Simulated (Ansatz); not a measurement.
# Fields on a plane of MgO (rock salt)

```xyz
2
Lattice="0.0000 2.1272 2.1272 2.1272 0.0000 2.1272 2.1272 2.1272 0.0000" Properties=species:S:1:pos:R:3 pbc="T T T"
O      0.0000     0.0000     0.0000
Mg     2.1272     2.1272     2.1272
```

The slice is a {111} plane (indices of the conventional cell) through the point (0.000, 0.000, 0.000) (fractional), spanned by u = [100] and v = [-1 2 0] in vectors of this cell: u (3.01 Å) and v (5.21 Å, at 90° to u). It covers one period; positions are fractions (u, v).

Atoms on it: O at (0.00, 0.00); O at (0.50, 0.50).

The numbers are results of PBE (plane waves to 420 eV, PAW, scalar-relativistic; Ansatz, a program for electronic structure), not measurements. k mesh 13×13×13. Near the nuclei the fields are pseudised (PAW); where an atom keeps semicore shells as valence, they peak there. MgO was relaxed with its symmetry unable to fall. The PAW data are Ansatz's earlier set.

```
|=#@#-.     .-#@#|
|@@%+:.     .:+%@|
|%#+-..     ..-+#|
|=--..       ..--|
|:...         ...|
|                |
|                |
|                |
|     ...:...    |
|    ..--=--..   |
|   ..-+#%#+-..  |
|   .:+%@@@%+:.  |
|   .-#@#=#@#-.  |
|   .=%@= =@%=.  |
|   .-#@#=#@#-.  |
|   .:+%@@@%+:.  |
|   ..-+#%#+-..  |
|    ..--=--..   |
|     ...:...    |
|                |
|                |
|                |
|:...         ...|
|=--..       ..--|
|%#+-..     ..-+#|
|@@%+:.     .:+%@|
|=#@#-.     .-#@#|
| =@%=.     .=%@=|
```
Scale: ten equal steps from 0.00 (start of ' ') to 0.60 (end of '@'), in the order ' .:-=+*#%@'. Values: density of the highest valence band (whole band, smooth part) in e/Å³. The map has 16 points along u (one character each, u = 0 at the left) and 28 along v (v = 0 in the bottom row). 

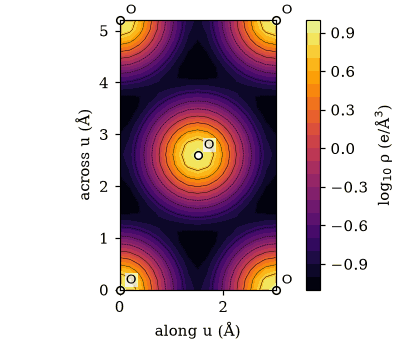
Log₁₀ of the valence density in e/Å³, one period of the plane, atoms marked. The scale is logarithmic, as a density can span decades between atoms and voids.
